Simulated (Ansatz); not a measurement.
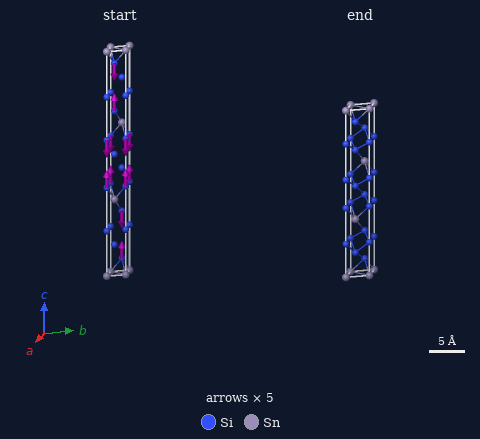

The structure of crystalline Si4Sn (a generated structure, set up in R-3m) (coarse preliminary run) before (left) and after (right) a relaxation, at one scale. The purple arrows give the displacements (the part carried along by the change of the cell is left out), 5 times their true length.

Style: ball-and-stick. Shown: the conventional cell (3 times the calculation's cell), slightly off an axis. Lengths and directions refer to the drawn axes.

Theory: Ansatz 0.2.0, DFT PBE, scalar-relativistic, plane waves, PAW.

Input file:
```yaml
crystal:
  lattice:
    - [1.45485875, 0.83996309, 11.2002945]
    - [-1.45485875, 0.83996309, 11.2002945]
    - [0.0, -1.67992618, 11.2002945]
  atoms:
    - { symbol: Si, position: [0.39453, 0.39453, 0.39453] }
    - { symbol: Si, position: [0.79848301, 0.79848301, 0.79848301] }
    - { symbol: Si, position: [0.20151699, 0.20151699, 0.20151699] }
    - { symbol: Si, position: [0.60547, 0.60547, 0.60547] }
    - { symbol: Sn, position: [0.0, 0.0, 0.0] }
basis:
  ecutwfc: 420
kpoints:
  mp_grid: { grid: [6, 6, 6] }
hamiltonian:
  xc: pbe
scf:
  occupations: { method: gaussian, width: 0.1 }
  lower_state_search: "off"
output:
  forces: true
  stress: true
  eigenvalues: true
relax:
  adjacent_minimum: "off"
  f_tol: 0.04
  max_steps: 70
  cell: { stress_tol: 0.4 }
```

Command:
```bash
ansatz run input.yaml --threads 1 --pin off --max-ram 2560MiB --backend cpu --events-out ev --progress --plain --runs-dir out
```

Q: Describe what moved and what it gained.

A: The largest moves relative to the cell, 0.53 Å, are those of Si1 and Si4. Si1 goes along +c. Sn stays in place. The volume changes by +14.7 %, with a = b 2.910 → 3.616 Å (+24.3 %), c 33.601 → 24.954 Å (−25.7 %). Some distances before and after: Si1–Si1 2.910 → 3.616 Å, Sn5–Sn5 2.910 → 3.616 Å, Si1–Si2 2.907 → 2.445 Å, Si1–Sn5 2.655 → 2.928 Å. Bond angles that change, for instance: Si1–Sn5–Si4 113.6° → 103.7°, Sn5–Si1–Sn5 66.4° → 76.3°, Si1–Sn5–Si1 66.4° → 76.3°. The space group stays R-3m (No. 166). After 21 accepted moves (23 points after the start) the energy has fallen by 634 meV per atom. Largest force component: 2.7 eV/Å at the start, 0.015 eV/Å at the end. Pressure: 13.27 GPa at the start and 0.07 GPa at the end. The SCF was repeated twice at an unchanged geometry on a basis and grid sized afresh for the cell, which shifted the energy by 15.8 meV per atom at most.
